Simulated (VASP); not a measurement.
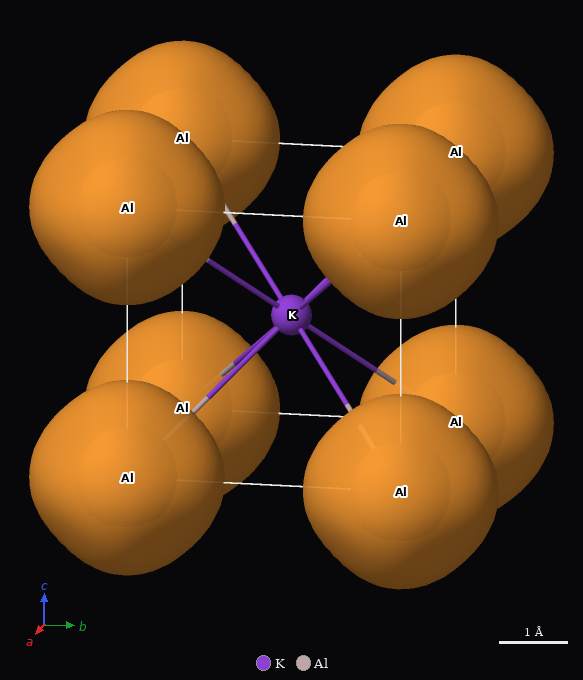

Figure 1: KAl. Isosurface of the ELF at 0.75 (orange), seen slightly off an axis. Core shells and regions of very low density are left out. Sticks mark near contacts.

Space group Pm-3m; a generated structure, not necessarily the stable one.

Theory: VASP 6.6.1, Kohn-Sham DFT of a periodic cell, PBE, VASP PAW PBE potentials, recommended.

Q: Where are the electrons localised?

A: The ELF exceeds this value in one region wrapped around Al (its valence shell), counted in one cell of 2 atoms. Any copies at cell faces, edges or corners count once. Along the contacts the grid gives the following. K–Al (3.57 Å): the ELF peaks at about 0.85 in the valence shell of Al, 1.0 Å from its nucleus, and drops to about 0.05 between the two atoms.
